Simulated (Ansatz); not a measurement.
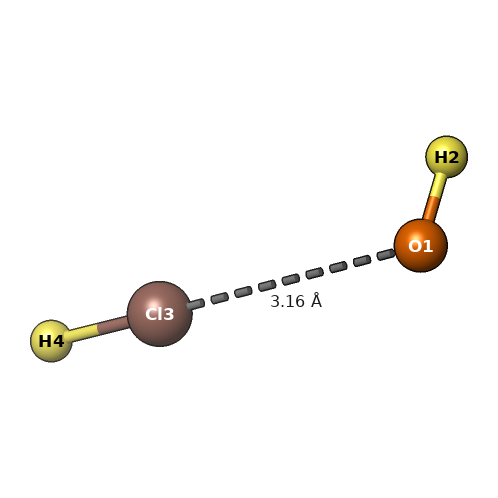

Two molecules or ions; the broken line marks their closest contact (measured against van der Waals radii). The species has charge −1 and is a spin singlet. Geometry: a pair of rigid molecules at a changed separation. Program: Ansatz 0.2.0.

Which two species are they?

HO and HCl (`Cl.[OH-]`).

Give the counterpoise-corrected interaction energy (kcal/mol, monomers kept as in the pair) with RHF-CCSD(T) (frozen core)/def2-TZVPPD; ωB97M-V/def2-TZVPPD; B3LYP-D4/def2-TZVPPD; PBE0-D4/def2-TZVPPD; PBE-D4/def2-TZVPPD; r2SCAN-D4/def2-TZVPPD.

| level | interaction energy (kcal/mol) |
| --- | --- |
| RHF-CCSD(T) (frozen core)/def2-TZVPPD | −2.9 |
| ωB97M-V/def2-TZVPPD | −3.4 |
| B3LYP-D4/def2-TZVPPD | −4.5 |
| PBE0-D4/def2-TZVPPD | −4.3 |
| PBE-D4/def2-TZVPPD | −6.4 |
| r2SCAN-D4/def2-TZVPPD | −5.2 |
